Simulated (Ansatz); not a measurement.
```sh
ansatz run in.yaml --threads 2 --pin off --events-out ev --progress --plain --max-ram 4352MiB
```

```yaml
crystal:
  periodic: [false, false, false]
  atoms:
    - {symbol: Si, position_ang: [-0.113512, 0.790888, 0.135055]}
    - {symbol: C, position_ang: [0.503776, -0.937703, 0.159535]}
    - {symbol: I, position_ang: [2.038355, 0.172933, 1.308088]}
    - {symbol: H, position_ang: [0.063424, -1.669235, 0.830991]}
    - {symbol: H, position_ang: [0.171856, 1.618784, -1.044957]}
    - {symbol: H, position_ang: [-1.132442, 1.183613, 1.118324]}
    - {symbol: H, position_ang: [0.994464, -1.358606, -0.713368]}
basis:
  gaussian: {orbitals: def2-TZVPP}
total_charge: 1
hamiltonian: {xc: r2scan, dispersion: d4}
```

Describe the molecule in this file.

The species is CH₄ISi⁺. The point group is Cs.

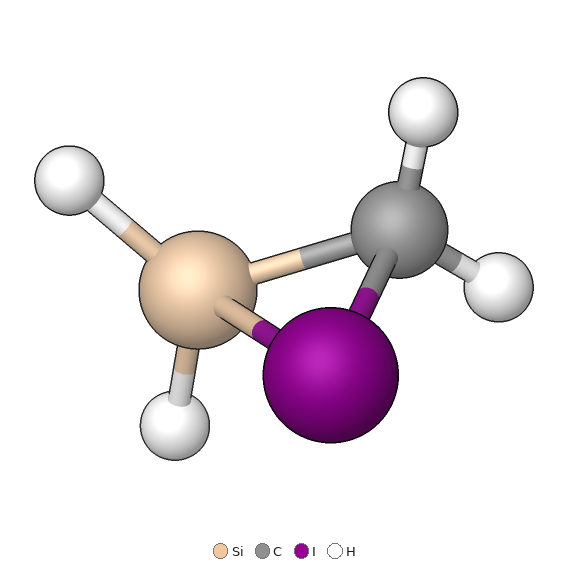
